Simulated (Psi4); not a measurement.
**B3LYP/6-31G(d) (spherical functions) run of BPH3F3 (SMILES [BH3-][P+](F)(F)F)**

What is the energy change on altering one bond length of BPH3F3 at B3LYP/6-31G* (spherical functions)? 

Program for the calculation: Psi4 1.11.

2 further runs of the same task are left out: 2 set aside as unsound or not needed.

## (1) The molecule

BPH3F3 has 8 atoms, charge 0, and is taken as a singlet. As SMILES, `[BH3-][P+](F)(F)F`. The coordinates come from a PBE0-D4/def2-TZVP relaxation.

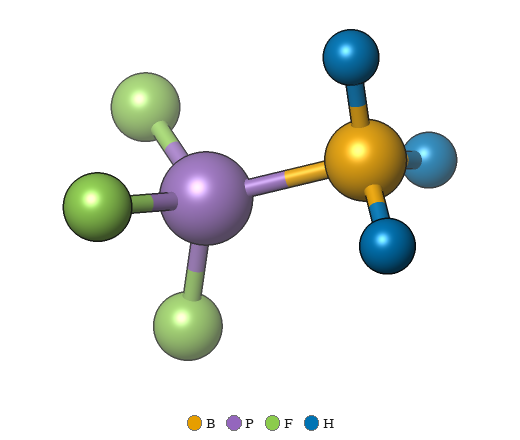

Viewed from a chosen angle; boron amber, phosphorus purple, fluorine green, hydrogen blue.

## (2) The energy at B3LYP/6-31G(d) (spherical functions)

Input file input.dat:

```
memory 2200 mb

molecule molecule1 {
  0 1
  B     -0.079940     0.958130     0.502960
  P      0.055250    -0.662160    -0.347680
  F      0.301370    -1.910790     0.523410
  F     -1.155920    -1.141880    -1.173150
  F      1.178770    -0.833130    -1.390240
  H     -1.022770     0.798330     1.239980
  H     -0.266070     1.727350    -0.408780
  H      0.989320     1.064150     1.053500
  units angstrom
  symmetry c1
}

set globals {
  puream               true
  e_convergence        1e-09
  d_convergence        1e-08
  scf_type             pk
  dft_radial_points    99
  dft_spherical_points 590
}

result, w = energy('b3lyp/6-31G*', return_wfn=True)
oeprop(w, 'WIBERG_LOWDIN_INDICES', 'DIPOLE', 'LOWDIN_CHARGES')
print_variables()
```

Launch:

```console
$ psi4 -n 1 input.dat output.dat
```

output.dat:

```text
[...]
  Running in c1 symmetry.
[...]
  Nuclear repulsion =  269.858079594122216
[...]
  Multiplicity = 1
[...]
  Nalpha       = 25
  Nbeta        = 25
[...]
    Number of basis functions: 80
[...]
   @RKS iter   1:  -667.41153065464550   -3.60317e-02   7.72508e-03 ADIIS/DIIS
[...]
   @RKS iter  10:  -667.60043611510912   -1.13687e-12   3.54462e-09 DIIS
[...]
    Orbital Energies [Eh]
    ---------------------
    Doubly Occupied:
       1A    -77.298614     2A    -24.771978     3A    -24.771931
       4A    -24.771930     5A     -6.756795     6A     -6.702596
       7A     -4.920871     8A     -4.920871     9A     -4.913718
      10A     -1.327084    11A     -1.272244    12A     -1.272243
      13A     -0.723376    14A     -0.604317    15A     -0.602377
      16A     -0.602377    17A     -0.524929    18A     -0.524928
      19A     -0.511209    20A     -0.487615    21A     -0.487614
      22A     -0.470284    23A     -0.352890    24A     -0.340979
      25A     -0.340977
[...]
  @RKS Final Energy:  -667.60043611510912
   => Energetics <=
    Nuclear Repulsion Energy =            269.8580795941222163
    One-Electron Energy =               -1459.7291629078474671
    Two-Electron Energy =                 570.7117911740989484
    DFT Exchange-Correlation Energy =     -48.4411439754828237
    Empirical Dispersion Energy =           0.0000000000000000
    VV10 Nonlocal Energy =                  0.0000000000000000
    Total Energy =                       -667.6004361151091189
[...]
 Multipole Moments:
 ------------------------------------------------------------------------------------
     Multipole            Electronic (a.u.)      Nuclear  (a.u.)        Total (a.u.)
 ------------------------------------------------------------------------------------
 L = 1.  Multiply by 2.5417464519 to convert [e a0] to [Debye]
 Dipole X            :          0.4914157           -0.4372120            0.0542038
 Dipole Y            :         -5.8896453            5.2400376           -0.6496078
 Dipole Z            :         -3.0921844            2.7510784           -0.3411060
 Magnitude           :                                                    0.7357184
[...]
```

Run time: 17 s. Hardware: 1 thread of Intel Xeon Platinum 8259CL at 2.50GHz (Skylake/Cascade Lake), shared host; peak memory 1.1 GiB.

## (3) The distorted shape: energy and gradient at B3LYP/6-31G(d) (spherical functions)

Input file input.json:

```json
{
 "schema_name": "qcschema_input",
 "schema_version": 1,
 "molecule": {
  "schema_name": "qcschema_molecule",
  "schema_version": 2,
  "symbols": ["B", "P", "F", "F", "F", "H", "H", "H"],
  "geometry": [-1.21258434, 1.97213897, 1.93548395, -0.95711227, -1.08976537, 0.32800732, -0.49201287, -3.4493341, 1.97412885, -3.24589186, -1.99630479, -1.2319049, 2.22755246, -1.57438753, -2.62717285, -2.99427482, 1.67016074, 3.3282499, -1.56431907, 3.4257541, 0.21254506, 0.80802421, 2.17248773, 2.97585377],
  "molecular_charge": 0,
  "molecular_multiplicity": 1,
  "fix_symmetry": "c1",
  "fix_com": true,
  "fix_orientation": true
 },
 "driver": "gradient",
 "model": {
  "method": "b3lyp",
  "basis": "6-31G*"
 },
 "keywords": {
  "puream": true,
  "e_convergence": 1e-09,
  "d_convergence": 1e-08,
  "scf_type": "pk",
  "dft_radial_points": 99,
  "dft_spherical_points": 590
 }
}
```

Launch:

```console
$ psi4 --qcschema input.json -n 1 --memory 2200MB
```

stdout, cut to the lines that bear on the results:

```text
[...]
  Running in c1 symmetry.
[...]
  Nuclear repulsion =  244.571821579032132
[...]
  Multiplicity = 1
[...]
  Nalpha       = 25
  Nbeta        = 25
[...]
    Number of basis functions: 80
[...]
   @RKS iter   1:  -667.21356036641089   -2.98887e-01   9.14367e-03 ADIIS/DIIS
[...]
   @RKS iter  13:  -667.48249855269330   -7.95808e-13   4.03971e-09 DIIS
[...]
  @RKS Final Energy:  -667.48249855269330
   => Energetics <=
    Nuclear Repulsion Energy =            244.5718215790321324
    One-Electron Energy =               -1409.6495339311939006
    Two-Electron Energy =                 545.8981156919736577
    DFT Exchange-Correlation Energy =     -48.3029018925050906
    Empirical Dispersion Energy =           0.0000000000000000
    VV10 Nonlocal Energy =                  0.0000000000000000
    Total Energy =                       -667.4824985526933006
[...]
 Multipole Moments:
 ------------------------------------------------------------------------------------
     Multipole            Electronic (a.u.)      Nuclear  (a.u.)        Total (a.u.)
 ------------------------------------------------------------------------------------
 L = 1.  Multiply by 2.5417464519 to convert [e a0] to [Debye]
 Dipole X            :         36.8975003          -37.7633459           -0.8658456
 Dipole Y            :         62.1145105          -62.3976209           -0.2831104
 Dipole Z            :         -3.5343104            4.1496382            0.6153278
 Magnitude           :                                                    1.0993036
[...]
  -Total Gradient:
     Atom            X                  Y                   Z
    ------   -----------------  -----------------  -----------------
       1       -0.009555385592    -0.023163239503    -0.002302423165
       2       -0.063682737359     0.003514112000     0.056298127054
       3       -0.007411721714     0.015521060211    -0.007293046263
       4        0.010881449095     0.005866165854     0.014005268088
       5        0.065924228759    -0.008275047180    -0.060377961378
       6        0.001890831650     0.006842937875     0.001481435535
       7       -0.000314563873     0.000497845692    -0.002416101651
       8        0.002259177632    -0.000862753872     0.000585743523
[...]
```

The result, in JSON:

```text
{
 "driver": "gradient",
 "model": {
  "method": "b3lyp",
  "basis": "6-31G*"
 },
 "success": true,
 "return_result": [-0.009555385591989693, -0.02316323950345403, -0.002302423165421723, -0.06368273735937545, 0.0035141119998136072, 0.05629812705387263, -0.007411721713778949, 0.01552106021128452, -0.0072930462634994975, 0.010881449094668344, 0.005866165854086058, 0.014005268088197798, 0.06592422875900428, -0.008275047179985291, -0.06037796137807294, 0.001890831649765154, 0.006842937874518597, 0.0014814355347182034, -0.0003145638729658666, 0.0004978456919731283, -0.002416101650603339, 0.002259177632251752, -0.0008627538718367755, 0.0005857435228343866],
 "properties": {
  "calcinfo_nbasis": 80,
  "calcinfo_nmo": 80,
  "calcinfo_nalpha": 25,
  "calcinfo_nbeta": 25,
  "calcinfo_natom": 8,
  "nuclear_repulsion_energy": 244.57182157903213,
  "return_energy": -667.4824985526933,
  "return_gradient": [-0.009555385591989693, -0.02316323950345403, -0.002302423165421723, -0.06368273735937545, 0.0035141119998136072, 0.05629812705387263, -0.007411721713778949, 0.01552106021128452, -0.0072930462634994975, 0.010881449094668344, 0.005866165854086058, 0.014005268088197798, 0.06592422875900428, -0.008275047179985291, -0.06037796137807294, 0.001890831649765154, 0.006842937874518597, 0.0014814355347182034, -0.0003145638729658666, 0.0004978456919731283, -0.002416101650603339, 0.002259177632251752, -0.0008627538718367755, 0.0005857435228343866],
  "scf_one_electron_energy": -1409.649533931194,
  "scf_two_electron_energy": 545.8981156919737,
  "scf_xc_energy": -48.30290189250509,
  "scf_dipole_moment": [-0.865845602655412, -0.2831103974753191, 0.6153278160993483],
  "scf_total_energy": -667.4824985526933,
  "scf_total_gradient": [-0.009555385591989693, -0.02316323950345403, -0.002302423165421723, -0.06368273735937545, 0.0035141119998136072, 0.05629812705387263, -0.007411721713778949, 0.01552106021128452, -0.0072930462634994975, 0.010881449094668344, 0.005866165854086058, 0.014005268088197798, 0.06592422875900428, -0.008275047179985291, -0.06037796137807294, 0.001890831649765154, 0.006842937874518597, 0.0014814355347182034, -0.0003145638729658666, 0.0004978456919731283, -0.002416101650603339, 0.002259177632251752, -0.0008627538718367755, 0.0005857435228343866],
  "scf_iterations": 13
 }
}
```

Wall time 28 s (1 thread of Intel Xeon Platinum 8259CL at 2.50GHz (Skylake/Cascade Lake), shared host); peak memory 1.1 GiB.

## (4) What came out

Level: B3LYP/6-31G* (spherical functions).

```
                                                         quantity          value
                                        first shape: total energy  -667.60044 Eh
                                       first shape: dipole moment         1.87 D
                                         first shape: HOMO energy       -9.28 eV
                                         first shape: LUMO energy        0.30 eV
                                       first shape: HOMO–LUMO gap        9.58 eV
                                    distorted shape: total energy  -667.48250 Eh
                                   distorted shape: dipole moment         2.79 D
                                     distorted shape: HOMO energy       -9.15 eV
                                     distorted shape: LUMO energy       -4.14 eV
                                   distorted shape: HOMO–LUMO gap        5.01 eV
                        distorted shape: largest force on an atom     4.617 eV/Å
energy change with the P2–F5 bond stretched from 1.542 to 2.313 Å       3.209 eV
```

In words: With the P2–F5 bond stretched from 1.542 to 2.313 Å the energy rises by 3.21 eV (310 kJ/mol). The first shape isn't relaxed at this level, so the change isn't measured from a minimum.
